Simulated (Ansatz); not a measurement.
# C2H5GeNO: geometry optimisation

The task: find the minimum of C2H5GeNO nearest to the start.

Method: RKS PBE0-D4/def2-SVP; program: Ansatz 0.2.0.

1 further run of the same task is left out (set aside as unsound or not needed).

### 1 The starting structure

SMILES `NC#C[O][GeH3]`, 10 atoms, charge 0, spin multiplicity 1.

Atoms are counted from 1 here; the program's logs count them from 0.

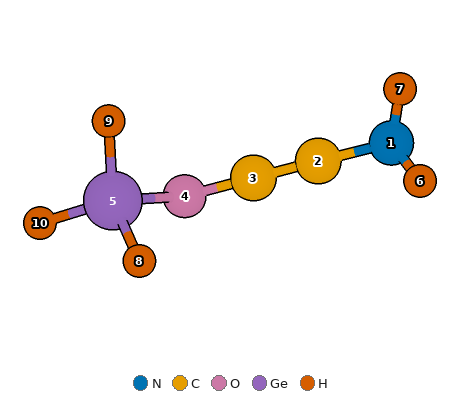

The starting geometry (nitrogen blue, carbon amber, oxygen pink, germanium purple, hydrogen orange); atoms are numbered from 1 in the order of the file.

Geometry (Å):

```mol
C2H5GeNO
  3D, bonds by distance, orders not assigned

 10  9  0  0  0  0  0  0  0  0999 V2000
   -1.5040    1.2799   -1.9804 N   0  0
   -0.5965    0.5398   -1.2899 C   0  0
    0.2617   -0.1484   -0.7428 C   0  0
    1.1892   -0.8892   -0.1837 O   0  0
    1.1641   -0.9960    1.6634 Ge  0  0
   -1.4543    2.2911   -1.8166 H   0  0
   -2.4733    0.9522   -1.9124 H   0  0
    1.3418    0.4426    2.2100 H   0  0
   -0.2039   -1.5998    2.0685 H   0  0
    2.3581   -1.9233    1.9867 H   0  0
  1  2  8  0
  1  6  8  0
  1  7  8  0
  2  3  8  0
  3  4  8  0
  4  5  8  0
  5  8  8  0
  5  9  8  0
  5 10  8  0
M  END
```

### 2 Relaxation

Contents of input.yaml:

```yaml
crystal:
  periodic: [false, false, false]
  atoms:
    - { symbol: "N", position_ang: [-1.504033, 1.279913, -1.980413] }
    - { symbol: C, position_ang: [-0.596486, 0.539758, -1.289858] }
    - { symbol: C, position_ang: [0.261706, -0.148416, -0.742802] }
    - { symbol: O, position_ang: [1.189242, -0.889218, -0.183741] }
    - { symbol: Ge, position_ang: [1.164059, -0.996025, 1.663404] }
    - { symbol: H, position_ang: [-1.454331, 2.291137, -1.816558] }
    - { symbol: H, position_ang: [-2.473294, 0.952214, -1.912411] }
    - { symbol: H, position_ang: [1.341835, 0.442646, 2.210004] }
    - { symbol: H, position_ang: [-0.203906, -1.599804, 2.068475] }
    - { symbol: H, position_ang: [2.358107, -1.923305, 1.9867] }
basis:
  gaussian: { orbitals: def2-SVP }
hamiltonian:
  xc: pbe0
  dispersion: d4
output:
  forces: true
relax:
  f_tol: 0.003
  max_steps: 120
```

The run is started by

```sh
$ ansatz run input.yaml --threads 1 --pin off --max-ram 2560MiB --backend cpu --events-out ev --progress --plain --runs-dir out
```

The log of the run, shortened:

```text
Warning: RAYON_NUM_THREADS=1 ignored (pool sized by the plan → 1); use --threads N
[...]
Functional definition: PBE0
[...]
1248 factors; integrals over basis functions are off by at most 5.2e-4 eV
[...]
mean field -62183.25869756 eV, -2285.1926078088 hartree, gradient 2.6e-5 eV, S^2 0.000000; 0 other end points of the search recorded, 0 dependent functions left out
[...]
reference -62183.25872684 eV, -2285.1926088846 hartree; 32, 32 occupied and 81, 81 virtual orbitals, 1248 factors
relax step   1: F+E_penalty+E_count = -62183.40955120 eV  Δ(F+E_penalty+E_count) = +0.000e0 eV  max|allowed force component| = 8.337e-1 eV/Å  Δτ_max = 0.0000 Å  (27 SCF iters, accepted)
[...]
relax step   6: F+E_penalty+E_count = -62183.44201989 eV  Δ(F+E_penalty+E_count) = -2.291e-6 eV  max|allowed force component| = 3.130e-3 eV/Å  Δτ_max = 0.0008 Å  (21 SCF iters, accepted)
[...]
relax step   7: F+E_penalty+E_count = -62183.44202042 eV  Δ(F+E_penalty+E_count) = -5.258e-7 eV  max|allowed force component| = 6.211e-4 eV/Å  Δτ_max = 0.0003 Å  (21 SCF iters, accepted)
1248 factors; integrals over basis functions are off by at most 5.7e-4 eV
[...]
mean field -62183.29030660 eV, -2285.1937694193 hartree, gradient 2.2e-5 eV, S^2 0.000000; 1 other end points of the search recorded, 0 dependent functions left out
[...]
reference -62183.29033556 eV, -2285.1937704837 hartree; 32, 32 occupied and 81, 81 virtual orbitals, 1248 factors
Total energy: -62183.44204938 eV, -2285.1993458639 hartree
Atom 0 at    -1.497083     1.273437    -1.971686 Å, force     0.000175    -0.000105     0.000257 eV/Å
Atom 1 at    -0.589008     0.537116    -1.288048 Å, force     0.000123    -0.000057    -0.000535 eV/Å
Atom 2 at     0.251667    -0.139221    -0.732071 Å, force    -0.000268     0.000142     0.000621 eV/Å
Atom 3 at     1.167002    -0.872954    -0.165155 Å, force     0.000284    -0.000169    -0.000122 eV/Å
Atom 4 at     1.157134    -0.991055     1.652704 Å, force     0.000073    -0.000077    -0.000023 eV/Å
Atom 5 at    -1.443155     2.274776    -1.814697 Å, force    -0.000314    -0.000120    -0.000092 eV/Å
Atom 6 at    -2.454368     0.942373    -1.906600 Å, force     0.000013     0.000305    -0.000060 eV/Å
Atom 7 at     1.341563     0.430281     2.204354 Å, force    -0.000021     0.000068    -0.000005 eV/Å
Atom 8 at    -0.193703    -1.594550     2.064489 Å, force    -0.000072     0.000035    -0.000014 eV/Å
Atom 9 at     2.342850    -1.911304     1.959509 Å, force     0.000007    -0.000024    -0.000027 eV/Å
Dipole moment:    -0.266850     0.164311     0.553403 e Å
```

Wall time 39 s (1 thread of Arm Neoverse V2, shared host); peak memory 0.27 GiB.

Relaxation path:

```csv
step,energy from step 1 (eV),largest force component (eV/Å)
1,0.0000,0.8337
2,-0.0294,0.2599
3,-0.0320,0.0572
4,-0.0324,0.0198
5,-0.0325,0.0073
6,-0.0325,0.0031
7,-0.0325,0.0006
```

Close pairs (by a distance rule), those that changed most:

```csv
bond,before (Å),after (Å),change (Å)
O4–Ge5,1.850,1.822,-0.029
C2–C3,1.229,1.214,-0.015
Ge5–H10,1.546,1.532,-0.014
Ge5–H8,1.549,1.536,-0.013
Ge5–H9,1.549,1.536,-0.013
N1–H6,1.026,1.015,-0.011
N1–H7,1.025,1.015,-0.010
C3–O4,1.312,1.303,-0.009
```

### 3 Summary of results

| quantity | value |
| --- | --- |
| energy gained | 0.0325 eV |
| root mean square move | 0.020 Å |
| dipole moment | 3.05 D |

Bond lengths: N1–C2 1.354 Å, N1–H6 1.015 Å, N1–H7 1.015 Å, C2–C3 1.214 Å, C3–O4 1.303 Å, O4–Ge5 1.822 Å, Ge5–H8 1.536 Å, Ge5–H9 1.536 Å, Ge5–H10 1.532 Å. Angles: C2–N1–H6 115.0°, C2–N1–H7 115.0°, H6–N1–H7 111.2°, N1–C2–C3 176.9°, C2–C3–O4 178.5°, C3–O4–Ge5 117.8°, O4–Ge5–H8 107.3°, O4–Ge5–H9 107.3°, O4–Ge5–H10 103.6°, H8–Ge5–H9 111.9°, H8–Ge5–H10 113.0°, H9–Ge5–H10 113.0°. No frequencies were computed here.
